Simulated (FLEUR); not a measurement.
Band structure of Mg2Ge (Fm-3m, 3 atoms in the cell).

```yaml
crystal:
  lattice:
    - [0.00000, 3.18430, 3.18430]
    - [3.18430, 0.00000, 3.18430]
    - [3.18430, 3.18430, 0.00000]
  atoms:
    - { symbol: Mg, position: [0.75000, 0.75000, 0.75000] }
    - { symbol: Mg, position: [0.25000, 0.25000, 0.25000] }
    - { symbol: Ge, position: [0.00000, 0.00000, 0.00000] }
```

Computed with LDA (Perdew-Zunger), all-electron FLAPW (FLEUR), scalar-relativistic valence in FLEUR.

Settings: Kmax = 4.2 1/bohr; GmaxXC = 12.6 1/bohr; xcFunctional = pz; jspins = 1; l_soc = F; mode = hist; fermiSmearingEnergy = 0.00183747 Htr; mesh (inpgen div1-3) = 9 9 9; inpgen gamma flag = false; Gmax = 12.6 1/bohr; numbands = 0; maxIterBroyd = 40; imix = Anderson; alpha = 0.05.

The starting cell comes from a database of computed structures (which also holds hypothetical and non-ambient phases and stackings), without a prior relaxation at this level. Values depend on the basis (sphere radii, cutoffs, local orbitals), which need not be converged.

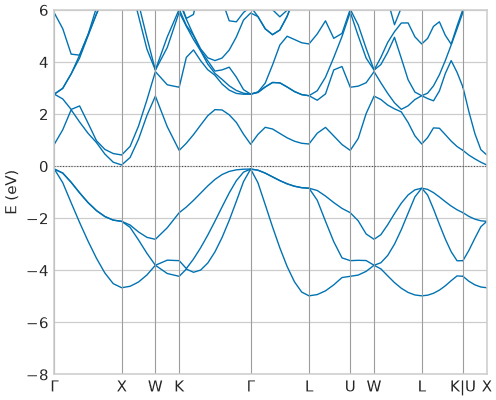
*Bands along the path, energies from the Fermi level.*

Levels in eV from the Fermi level, bands 14 to 21:
| point | 14 | 15 | 16 | 17 | 18 | 19 | 20 | 21 |
|---|---|---|---|---|---|---|---|---|
| Γ | -9.92 | -0.11 | -0.11 | -0.11 | 0.84 | 2.77 | 2.77 | 2.77 |
| X | -8.24 | -4.67 | -2.12 | -2.12 | 0.05 | 0.43 | 7.76 | 7.76 |
| W | -8.21 | -3.81 | -3.81 | -2.81 | 2.69 | 3.63 | 3.69 | 3.69 |
| K | -8.26 | -4.23 | -3.63 | -1.79 | 0.61 | 3.03 | 5.92 | 6.03 |
| L | -8.69 | -4.98 | -0.85 | -0.85 | 0.85 | 2.71 | 2.71 | 4.69 |
| U | -8.26 | -4.23 | -3.63 | -1.79 | 0.61 | 3.03 | 5.92 | 6.03 |
